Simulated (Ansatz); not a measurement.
# What LiBe (Pm-3m) distorts into

Which phase does LiBe (Pm-3m) fall into along its unstable mode, and how much energy does it gain?

Calculated with Ansatz 0.2.0; DFT PBEsol, scalar-relativistic, plane waves, PAW; PAW set soft_1.

### 1. The structure

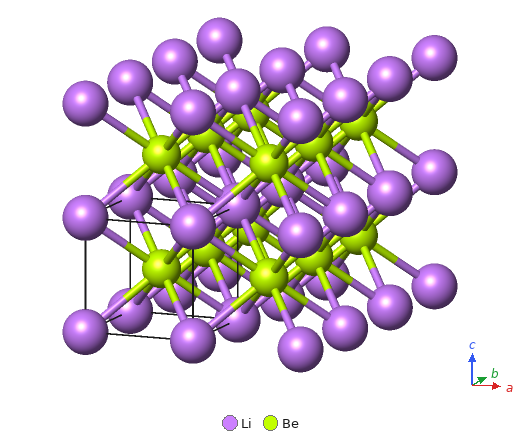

Start, viewed slightly off an axis; lithium purple, beryllium green. 2×3×2 cells are drawn. Some periodic images of atoms are drawn too.

As a file:

```cif
data_structure
_symmetry_space_group_name_H-M 'Pm-3m'
_symmetry_Int_Tables_number 221
_cell_length_a 2.8020
_cell_length_b 2.8020
_cell_length_c 2.8020
_cell_angle_alpha 90.000
_cell_angle_beta 90.000
_cell_angle_gamma 90.000
_cell_volume 22.00
loop_
_atom_site_label
_atom_site_type_symbol
_atom_site_symmetry_multiplicity
_atom_site_Wyckoff_symbol
_atom_site_fract_x
_atom_site_fract_y
_atom_site_fract_z
_atom_site_occupancy
Li1 Li 1 a 0.00000 0.00000 0.00000 1
Be1 Be 1 b 0.50000 0.50000 0.50000 1
```

### 2. Response at finite wavevector

The cell comes from relaxations at this level that are not shown. Stability and thermal properties need the whole zone. Linear response on a 4×4×4 q mesh gives force constants as far as a supercell of that size would.

Input file input.yaml:

```yaml
crystal:
  lattice:
    - [2.8019923598, 0.0, 0.0]
    - [0.0, 2.8019923598, 0.0]
    - [0.0, 0.0, 2.8019923598]
  atoms:
    - { symbol: Li, position: [0.0, 0.0, 0.0] }
    - { symbol: Be, position: [0.5, 0.5, 0.5] }
kpoints:
  mp_grid: { grid: [16, 16, 16] }
hamiltonian:
  xc: pbesol
  pseudopotentials: { kind: paw, azcp: { folder: soft_1 }, xc_functional: pbe }
scf:
  occupations: { method: methfessel_paxton, width: 0.2 }
output:
  eigenvalues: true
phonons:
  method: dfpt
  qmesh: [4, 4, 4]
  temperatures: { t_max: 1000, t_step: 50 }
  qpath:
    path:
      - [[0.0, 0.0, 0.0], [0.0, 0.5, 0.0], [0.5, 0.5, 0.0], [0.0, 0.0, 0.0], [0.5, 0.5, 0.5], [0.0, 0.5, 0.0]]
      - [[0.5, 0.5, 0.5], [0.5, 0.5, 0.0]]
    npoints: 10
```

Command:

```
$ ansatz run input.yaml --threads 4 --pin off --max-ram 10240MiB --backend cpu --events-out ev --progress --plain --runs-dir out
```

Numbers of over 12 decimals in the logs are rounded to 6 here.

The program printed:

```text
Engine: ansatz 0.2.0, aarch64-unknown-linux-gnu
Pseudopotentials: kind: paw
Pseudopotential: Li, paw, valence charge 3, recommended cutoff 420 eV (normal), soft_1/Li.paw.azcp
Pseudopotential: Be, paw, valence charge 2, recommended cutoff 420 eV (normal), soft_1/Be.paw.azcp
Functional definition: PBEsol
  exchange = pbesol_x
  correlation = pbesol_c
Crystal: 2 atoms, lattice volume = 21.999 Å³
Basis set: ecut = 420 eV, 437 PW (Γ), exchange–correlation on 40×40×40 points (8 copies of the dense FFT grid, shifted against one another)
Bands: 7, of which v1, the nominal top of the filled ones, is band 3 counted from 1 (2 counted from 0)
Symmetry: 48 space group operations
k-points: 165 of 4096
Non-local potential: Li, projectors of the file, l = 0: 3, l = 1: 2, l = 2: 1
Non-local potential: Be, projectors of the file, l = 0: 2, l = 1: 2, l = 2: 1
PAW form: soft (Blöchl's): semilocal exchange-correlation on the pseudo side does not see the compensation charge
PAW frozen core: Be, regenerated for the run's functional, and the local potential with it (the file was generated under x = pbe(κ = 0.804, μ = 0.219515), c = pbe(β = 0.066725))
PAW one-centre angular grid: Li, 110 points (default); XC on 64 Gauss nodes
PAW one-centre angular grid: Be, 110 points (default); XC on 64 Gauss nodes
Initial density: superposition of atomic densities (chi_scale 0.1, normalization cell, long waves kept (reshape's long-wave potential 0.00 eV rms))
Initial wavefunctions: pseudopotential atomic-orbital guess
Functional: x = pbesol(κ = 0.804, μ = 0.123457), c = pbesol(β = 0.046)
SCF iter   1: F=—  HF=-292.635010 eV  |F-HF|=—  |Δ(HF+E_count)|=         —  Δρ=9.03e-3  dr2=1.70e-2  ethr=3.10e-3  ⟨swp⟩=5.3  Hψ=8856  notcnv=0
preconditioner: auto → none  [metal: Δε(μ)=0.104 eV  Ē_g=10.508 eV  σ=0.200 eV  W_gap=0.40  n_scr=0 (ndim 8)  ℏωp=13.7 eV  f_vac=0.000  D(μ)=0.32/eV (n_scr^D=0)]
SCF iter   2: F=—  HF=-292.608095 eV  |F-HF|=—  |Δ(HF+E_count)|=   2.69e-2  S|Δr|=    0.00e0  Δρ=4.13e-3  dr2=2.70e-3  ethr=3.39e-4  ⟨swp⟩=1.0  Hψ=2475  notcnv=0  defer=1
SCF iter   3: F=—  HF=-292.610431 eV  |F-HF|=—  |Δ(HF+E_count)|=   2.34e-3  S|Δr|=    0.00e0  Δρ=3.27e-4  dr2=1.30e-5  ethr=5.41e-5  ⟨swp⟩=2.0  Hψ=1507  notcnv=0  defer=2
SCF iter   4: F=—  HF=-292.610448 eV  |F-HF|=—  |Δ(HF+E_count)|=   1.70e-5  S|Δr|=    0.00e0  Δρ=2.71e-5  dr2=5.60e-8  ethr=2.60e-7  ⟨swp⟩=2.0  Hψ=1344  notcnv=0  defer=2
SCF iter   5: F=—  HF=-292.610448 eV  |F-HF|=—  |Δ(HF+E_count)|=   3.79e-7  S|Δr|=    0.00e0  Δρ=2.49e-6  dr2=5.39e-10  ethr=1.12e-9  ⟨swp⟩=2.7  Hψ=1479  notcnv=0  defer=2
SCF iter   6: F=-292.610448 eV  HF=-292.610448 eV  |F-HF|=1.19e-12  |Δ(HF+E_count)|=  9.32e-11  S|Δr|=    0.00e0  Δρ=1.18e-7  dr2=3.64e-12  ethr=1.00e-12  ⟨swp⟩=5.9  Hψ=3783  notcnv=0
the search or the solves at the SCF's close seem to have found levels that the self-consistency loop had missed (the run counts 1). By its estimate they hold under 1e-12 electrons; where the run keeps them, the occupations were computed again with them
SCF 1 converged in 6 iterations: F = -292.610448 eV  dr2 = 3.64e-12
  greatest PAW one-centre occupation: 1.000 electrons in one spin orbital (limit 2), on the Li atom at site 0 (counted from 0), in its partial waves of l = 0
phonons: the bands overlap, so this run is a metal and interpolates without the dipole-dipole term. If the crystal is really an insulator or semiconductor, its LO-TO splitting is missing
NSCF: frozen V_eff on 165 k-points
NSCF: frozen V_eff on 405 k-points
DFPT response loops at q = (0, 0, 0) (fractional): preconditioner auto → Kerker (q_TF=auto, 2.131 Å⁻¹) (partly filled bands, converged f_vac=0.000); β = 1.00, the filter's whole step (`scf.mixing.beta` (0.50) is not read by the response loops under this deck's `scf.mixing.preconditioner`; to damp them name `kerker` or `kerker_dos`, under which they read `scf.mixing.beta`, and type it under 1.00, their step now; both keys bind the ground state too); Broyden in place of MSR1
NSCF: frozen V_eff on 2592 k-points
DFPT response loops at q = (0, 0, 0.25) (fractional): mixed as the last ones told, above
NSCF: frozen V_eff on 1458 k-points
DFPT response loops at q = (0, 0, -0.5) (fractional): mixed as the last ones told, above
NSCF: frozen V_eff on 4608 k-points
DFPT response loops at q = (0, 0.25, 0.25) (fractional): mixed as the last ones told, above
NSCF: frozen V_eff on 2592 k-points
DFPT response loops at q = (0, 0.25, -0.5) (fractional): mixed as the last ones told, above
NSCF: frozen V_eff on 1458 k-points
DFPT response loops at q = (0, -0.5, -0.5) (fractional): mixed as the last ones told, above
NSCF: frozen V_eff on 4352 k-points
DFPT response loops at q = (0.25, 0.25, 0.25) (fractional): mixed as the last ones told, above
NSCF: frozen V_eff on 4608 k-points
DFPT response loops at q = (0.25, 0.25, -0.5) (fractional): mixed as the last ones told, above
NSCF: frozen V_eff on 2592 k-points
DFPT response loops at q = (0.25, -0.5, -0.5) (fractional): mixed as the last ones told, above
NSCF: frozen V_eff on 810 k-points
DFPT response loops at q = (-0.5, -0.5, -0.5) (fractional): mixed as the last ones told, above
SCF converged after 6 iterations
Stability not checked: this state was not tested for a lower state beside it, because cold or Methfessel-Paxton smearing, or corrected tetrahedra, fill the levels in a way that the test cannot read (fill_not_monotonic; see scf.lower_state_search)
Free energy (F): -292.610448 eV
Harris-Foulkes:  -292.610448 eV  (|F-HF|=1.19e-12)
Internal energy: -292.612762 eV  (E = F + TS)
E sigma→0 (E₀):  -292.611026 eV
Entropy (-TS):   0.002314 eV (1.157 meV/atom)
Fermi energy:    3.680903 eV
--- Per-component energies (eV) ---
  E_band       = -77.315521
  E_kinetic    = 34.993642
  E_local      = -123.321884  (includes V_loc(G=0)·N_el)
  E_nonlocal   = -14.967083
  E_hartree    = 37.339552
  E_xc         = -27.803688
  E_vxc        = -30.599380  (∫ρ·V_xc dr)
  E_paw        = -79.358805  (= ΣΔE_a)
  E_vpaw       = -18.100159  (= ΣTr[D̂ρ^β])
  E_aug_tail   = 0.000249  (compensation charges beyond the density's cutoff)
  E_ewald      = -119.504276
  E_core_change = 0.009531  (= ΣΔE_core)
  E_smearing   = 0.002314  (= −TS)
  E_closure    = -0.000000  (closes the sum)
  Σ components = -292.610448   (vs F -292.610448, Δ=0.00e0)
--- Band table (eV; the first three rows and the last of 165) ---
  k-point 0: bands = ["-40.3545", "-2.8311", "9.8987", "9.8987", "9.8987", "14.4339", "14.4339"]
  k-point 1: bands = ["-40.3537", "-2.7812", "9.2511", "9.9632", "9.9632", "14.5078", "15.1796"]
  k-point 2: bands = ["-40.3514", "-2.6313", "7.9412", "10.1556", "10.1556", "14.7292", "16.7466"]
  k-point 164: bands = ["-40.2944", "6.1080", "6.1080", "6.1080", "8.6632", "8.6632", "8.6632"]
--- Phonons (Γ-DFPT): 2 representative perturbations + reference (Σ response iterations 6) ---
  ASR residual: 6.996e-6 → 0.000e0 eV/Å²; symmetrization residual: 2.120e-7 eV/Å²
  ASR residual per site (eV/Å²): 7.00e-6 5.98e-7
  Γ frequencies (cm⁻¹): 0.00 0.00 0.00 560.32 560.32 560.32
--- Phonons (arbitrary-q DFPT): 10 irreducible q on the 4×4×4 mesh ---
  q = [0.0000, 0.0000, 0.0000] (star 1, of the zone-centre solve; hermiticity 9.37e-8, symmetrization 6.51e-13): -0.00 -0.00 -0.00 560.32 560.32 560.32
  q = [0.0000, 0.0000, 0.2500] (star 6, 4 solved perturbations in 4032 linear systems a pass and spin channel, the states on 1296 of 4096 k-point pairs; hermiticity 8.95e-8, symmetrization 8.72e-14): 174.48 229.25 229.25 489.35 523.95 523.95
  q = [0.0000, 0.0000, -0.5000] (star 3, 4 solved perturbations in 2268 linear systems a pass and spin channel, the states on 729 of 4096 k-point pairs; hermiticity 5.43e-9, symmetrization 2.70e-9): 159.35 394.64 394.64 431.69 431.69 447.15
  q = [0.0000, 0.2500, 0.2500] (star 12, 4 solved perturbations in 7056 linear systems a pass and spin channel, the states on 2304 of 4096 k-point pairs; hermiticity 6.44e-8, symmetrization 3.57e-15): -19.37 276.88 299.61 438.29 490.88 530.29
  q = [0.0000, 0.2500, -0.5000] (star 12, 6 solved perturbations on 1296 of 4096 k-point pairs; hermiticity 1.72e-8, symmetrization 4.24e-9): -2.68 171.89 406.94 412.02 493.66 519.38
  q = [0.0000, -0.5000, -0.5000] (star 3, 4 solved perturbations in 2268 linear systems a pass and spin channel, the states on 729 of 4096 k-point pairs; hermiticity 2.00e-8, symmetrization 2.73e-12): -91.56 -91.56 408.71 432.78 543.97 543.97
  q = [0.2500, 0.2500, 0.2500] (star 8, 2 solved perturbations on 2176 of 4096 k-point pairs; hermiticity 4.65e-8, symmetrization 1.81e-13): 210.19 210.19 257.17 449.75 508.19 508.19
  q = [0.2500, 0.2500, -0.5000] (star 12, 4 solved perturbations in 7056 linear systems a pass and spin channel, the states on 2304 of 4096 k-point pairs; hermiticity 1.19e-8, symmetrization 2.20e-9): 124.01 226.98 300.96 463.96 478.68 528.98
  q = [0.2500, -0.5000, -0.5000] (star 6, 4 solved perturbations in 4032 linear systems a pass and spin channel, the states on 1296 of 4096 k-point pairs; hermiticity 1.53e-8, symmetrization 6.33e-11): 179.39 179.39 320.79 448.11 527.23 527.23
  q = [-0.5000, -0.5000, -0.5000] (star 1, 2 solved perturbations on 405 of 4096 k-point pairs; hermiticity 1.02e-11, symmetrization 5.11e-12): 285.79 285.79 285.79 503.33 503.33 503.33
  sum rule: each row above includes the acoustic sum rule's correction from the zone centre's row sums; it moved no ω² by more than (0.52 cm⁻¹)²
  mesh force constants: q→R imaginary residual 2.76e-18; ASR residual 6.996e-6 → 0.000e0 eV/Å²; symmetrization residual 4.441e-15 eV/Å²
  interpolated dispersion: 62 rows × 6 modes
  density of states and harmonic sums: on the 24×24×24 q-mesh, interpolated from the force constants of a 4×4×4 supercell (no non-analytic term)
  largest difference from the sums on the solved wave vectors: F 8.22e-2 eV, S 1.13e-4 and C_V 3.12e-5 eV/K
  zero-point energy: 0.130483 eV/cell   skipped modes (ω ≤ 0): 89, of them read as no rigid motion or as one in doubt: 86 (1.610e-1 modes/cell left out, lowest -91.56 cm⁻¹)   left out of the sums: 2.69e-2 of the cell's modes: C_V's classical limit lies that fraction below 3 k_B per atom; for a crystal, a wire or a layer, F and S can be off by more, and a phonons.interpolated_qmesh denser along its periods is the remedy for the sampling
```

The job ended after 77 s (4 threads of Arm Neoverse V1, shared host; peak memory 1 GiB).

Numbers from this step:

| Item | Value |
| --- | --- |
| volume per atom | 11.00 Å³ |
| gap on the k-mesh | 0 eV |
| sum-rule residual before enforcement | 7.00e-6 eV/Å² |
| lowest frequency on the path | -91.56 cm⁻¹ |
| point group | m-3m |
| highest frequency on the path or at a solved wavevector | 560.3 cm⁻¹ |
| highest optical mode at the zone centre (no LO-TO term) | 560.3 cm⁻¹ |
| lowest optical zone-centre mode | 560.3 cm⁻¹ |
| lowest mode on the q mesh (acoustic modes at Γ apart) | -91.56 cm⁻¹ |

Frequencies (cm⁻¹) solved at each irreducible wavevector; negative means imaginary. Frequencies by wavevector, by row:

```csv
q in reciprocal lattice units,star,mode 1,mode 2,mode 3,mode 4,mode 5,mode 6
0 0 0,1,0,0,0,560.3,560.3,560.3
0 0 0.25,6,174.5,229.2,229.2,489.4,524,524
0 0 -0.5,3,159.3,394.6,394.6,431.7,431.7,447.1
0 0.25 0.25,12,-19.4,276.9,299.6,438.3,490.9,530.3
0 0.25 -0.5,12,-2.7,171.9,406.9,412,493.7,519.4
0 -0.5 -0.5,3,-91.6,-91.6,408.7,432.8,544,544
0.25 0.25 0.25,8,210.2,210.2,257.2,449.8,508.2,508.2
0.25 0.25 -0.5,12,124,227,301,464,478.7,529
0.25 -0.5 -0.5,6,179.4,179.4,320.8,448.1,527.2,527.2
-0.5 -0.5 -0.5,1,285.8,285.8,285.8,503.3,503.3,503.3
```

Interpolated from a 4×4×4 q mesh. The phonon branches at the labelled points (cm⁻¹):

```csv
point,branch 1,branch 2,branch 3,branch 4,branch 5,branch 6
Γ,0,0,0,560,560,560
X,159,395,395,432,432,447
M,-92,-92,409,433,544,544
Γ,0,0,0,560,560,560
R,286,286,286,503,503,503
X,159,395,395,432,432,447
jump to R,286,286,286,503,503,503
M,-92,-92,409,433,544,544
```

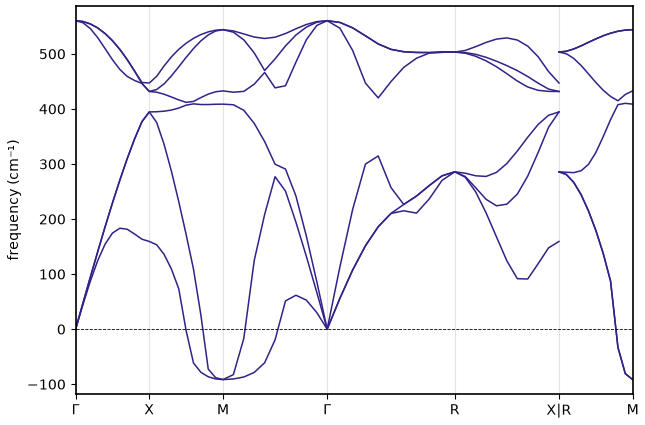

Phonon branches along the path.

Symmetry leaves 10 wavevectors to solve. The lowest mode among them, the acoustic zeros apart, lies at q = (0, -0.5, -0.5) and is imaginary, 91.6i cm⁻¹, so the energy falls along it.

### 3. The mode frozen in, largest atomic shift 0 Å

The mode followed lies at q = (0, -0.5, -0.5) with frequency 91.6i cm⁻¹ and is 2-fold degenerate, the softest among the wavevectors solved. At small amplitude the distorted cell has space group no. 10 by a symmetry search on the positions. The undistorted cell that holds it gives the zero of energy on the same k mesh.

System of this step: LiBe. The structure is cubic, space group Pm-3m (No. 221). The conventional cell has a = 2.802 Å, b = 2.802 Å, c = 2.802 Å, α = 90.00°, β = 90.00°, γ = 90.00°. Li has 8 Be at 2.43 Å nearest. Nearest to Be lie 8 Li at 2.43 Å. Farther neighbours are not listed.

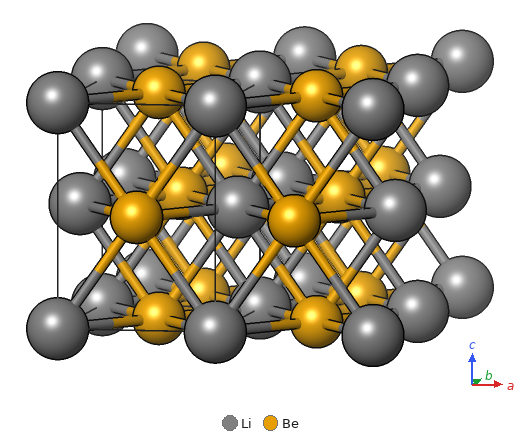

The cell of this step (lithium grey, beryllium orange). 2×2×1 cells are drawn. Some periodic images of atoms are drawn too.

input.yaml, the sections that differ from step 2:

```yaml
crystal:
  lattice:
    - [-2.8019923598, 0.0, 0.0]
    - [0.0, -2.8019923598, -2.8019923598]
    - [0.0, -2.8019923598, 2.8019923598]
  atoms:
    - { symbol: Li, position: [0.0, 0.5, 0.5] }
    - { symbol: Li, position: [0.0, 1.0, 1.0] }
    - { symbol: Be, position: [0.5, 0.0, 0.5] }
    - { symbol: Be, position: [0.5, 0.5, 0.0] }
kpoints:
  mp_grid: { grid: [16, 10, 10] }
output:
  forces: true
  stress: true
  eigenvalues: true
# hamiltonian, scf: as in step 2
# phonons: removed
```

The program printed:

```text
[...]
Crystal: 4 atoms, lattice volume = 43.998 Å³
Basis set: ecut = 420 eV, 865 PW (Γ), exchange–correlation on 40×54×54 points (8 copies of the dense FFT grid, shifted against one another)
Bands: 9, of which v1, the nominal top of the filled ones, is band 5 counted from 1 (4 counted from 0)
Symmetry: 32 space group operations
[...]
k-points: 189 of 1600
[...]
Internal energy: -585.209773 eV  (E = F + TS)
E sigma→0 (E₀):  -585.210866 eV
Entropy (-TS):   -0.001458 eV (-0.365 meV/atom)
Fermi energy:    3.651393 eV
[...]
--- Stress (GPa, compression-positive) ---
       -0.247294       0.000000      -0.000000
        0.000000       0.238586       0.000000
       -0.000000      -0.000000       0.238586
  P = ⅓ Tr σ = 0.0766 GPa (0.766 kbar)
--- Band table (eV; the first three rows and the last of 189) ---
[...]
[key lines of the parts left out:]
SCF converged after 6 iterations
Free energy (F): -585.211231 eV
```

Run time: 1.8 s. Hardware: 4 threads; peak memory 0.36 GiB.

Numbers from this step:

```yaml
pressure: 0.07663 GPa
energy_from_the_undistorted_cell: 0 meV/atom
```

The run ends at a pressure of 0.08 GPa.

### 4. The mode frozen in, largest atomic shift 0.22 Å

The atoms are moved along the unstable eigenvector, the largest shift by 0.22 Å, with the cell fixed.

input.yaml, the sections that differ from step 3:

```yaml
crystal:
  lattice:
    - [-2.8019923598, 0.0, 0.0]
    - [0.0, -2.8019923598, -2.8019923598]
    - [0.0, -2.8019923598, 2.8019923598]
  atoms:
    - { symbol: Li, position: [0.0, 0.496015381, 0.5334705251] }
    - { symbol: Li, position: [0.0, 1.003984619, 0.9665294749] }
    - { symbol: Be, position: [0.5, -0.0065631009, 0.4448704044] }
    - { symbol: Be, position: [0.5, 0.5065631009, 0.0551295956] }
# kpoints, hamiltonian, scf, output: as in step 3
```

The program printed:

```text
[...]
Crystal: 4 atoms, lattice volume = 43.998 Å³
Basis set: ecut = 420 eV, 865 PW (Γ), exchange–correlation on 40×54×54 points (8 copies of the dense FFT grid, shifted against one another)
Bands: 9, of which v1, the nominal top of the filled ones, is band 5 counted from 1 (4 counted from 0)
Symmetry: 4 space group operations
[...]
k-points: 468 of 1600
[...]
atom   3  Be     0.00000000    -0.01058923    -0.02565218
  atom   4  Be     0.00000000     0.01058923     0.02565218
  max |Σ_I F_I| component: 0.00e0 eV/Å
--- Stress (GPa, compression-positive) ---
       -0.808837       0.000000       0.000000
        0.000000       1.612397      -1.294148
        0.000000      -1.294148       1.261184
  P = ⅓ Tr σ = 0.6882 GPa (6.882 kbar)
--- Band table (eV; the first three rows and the last of 468) ---
[...]
[key lines of the parts left out:]
SCF converged after 7 iterations
Free energy (F): -585.225552 eV
Fermi energy:    3.668817 eV
```

The job ended after 3.1 s (4 threads; peak memory 0.46 GiB).

This step gave:

| Property | Result |
| --- | --- |
| pressure | 0.6882 GPa |
| energy from the undistorted cell | -3.675 meV/atom |

The energy, extrapolated to zero smearing, is -3.67 meV/atom against the undistorted cell.

The run ends at a pressure of 0.69 GPa, with forces up to 0.031 eV/Å.

### 5. Energy along the mode, all amplitudes (two of the runs are shown above)

An imaginary frequency means negative curvature, so the energy should fall and then rise again as anharmonic terms take over.

This step gave:

```
depth at the lowest point sampled  : 3.675 meV/atom
largest atomic shift at that point : 0.22 Å
```

Energy from the parent against largest atomic shift:

```csv
largest atomic shift (Å),energy from the parent (meV/atom)
0.000,0
0.040,-0.192
0.080,-0.75
0.140,-2.06
0.220,-3.67
0.320,-2.92
0.450,9.89
```

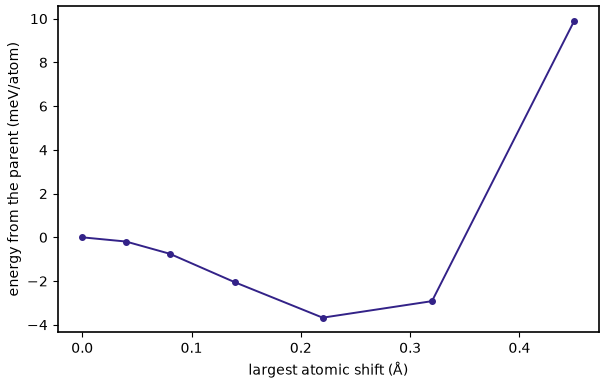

Energy from the parent, plotted against largest atomic shift.

Displacement at unit largest shift by atom:

```csv
atom,x (Å),y (Å),z (Å),size
Li1,0.00,-0.38,0.48,0.61
Li2,0.00,0.38,-0.48,0.61
Be3,0.00,0.79,-0.62,1.00
Be4,0.00,-0.79,0.62,1.00
```

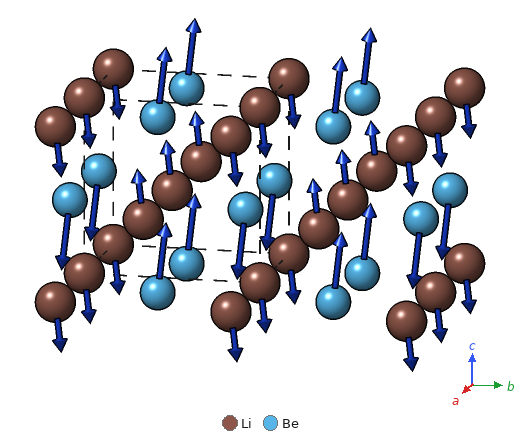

Displacement at unit largest shift as arrows, the longest 1.00 Å. 2×2×1 cells are drawn. Some periodic images of atoms are drawn too.

The lowest of the steps tried is at 0.22 Å, 3.67 meV/atom below the parent; the bottom of the well need not coincide with a step.

(Continued in part 2 of 2.)

[Logs are printed without paths, hosts, clocks, repeated set-up lines and the standing remarks that a program may print on its own settings, such as how far it seeks lower states.]

[Hosts, paths, dates, database ids (printed as entryN), source tags and the programs' standing remarks are cut or masked in the printed files.]
